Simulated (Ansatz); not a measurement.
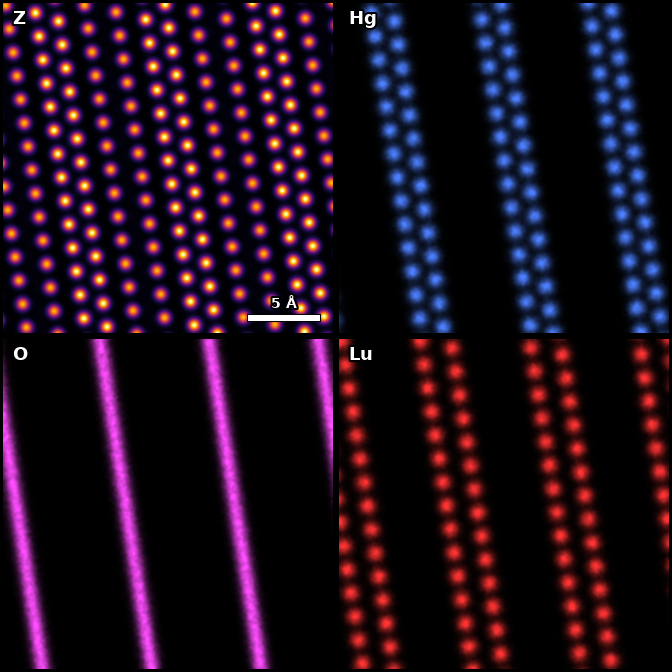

A crystal along [210]. Panel Z: Simulated incoherent Z contrast: every atom adds Z^1.6 spread by a probe of 0.71 Å full width; channelling and multiple scattering are left out. The probe carries 15 % of its weight in a tail 2.5 times as wide. The other panels are simulated element maps (the number of atoms of one element along the beam, blurred by 0.9 Å, with counting noise; each on its own scale, no channelling).

Question: Which columns does each element occupy?

Answer: The projected cell (1.70 × 7.70 Å, 90°) holds 6 columns: 2 of Lu, 2 of Hg and 2 of O. No column is shared by two of the mapped elements. The brightest columns of the Z-contrast image hold Hg.

The crystal is LuHgO (P4/nmm, No. 129). Atomic positions: coordinates from a relaxation with DFT, PAW plane waves, r2scan in Ansatz 0.2.0; the starting structure was generated, so it need not be a known form of this composition.
